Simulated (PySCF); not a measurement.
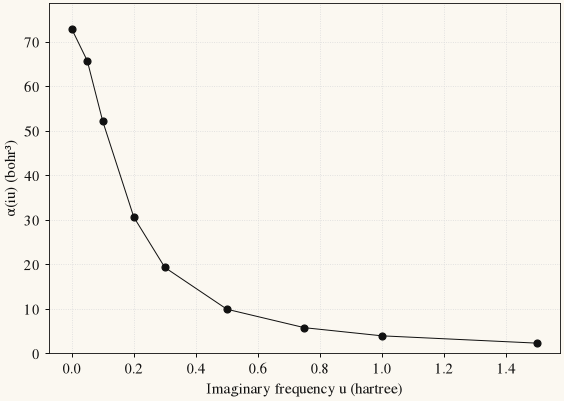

Dipole polarisability at imaginary frequency of neutral manganese ([Ar] 3d⁵ 4s²). Coupled response at the PBE level; PySCF, aug-cc-pwCVTZ-DK, spin-free X2C-1e, unrestricted single determinants, no spin-orbit coupling.

Q: Describe the response.

A: The static dipole polarisability is 72.9 bohr³ (the recommended value is 68.0); α(iu) falls to half of it near u = 0.17 hartree. The Casimir–Polder integral gives C₆ = 686 hartree bohr⁶ for two such species.
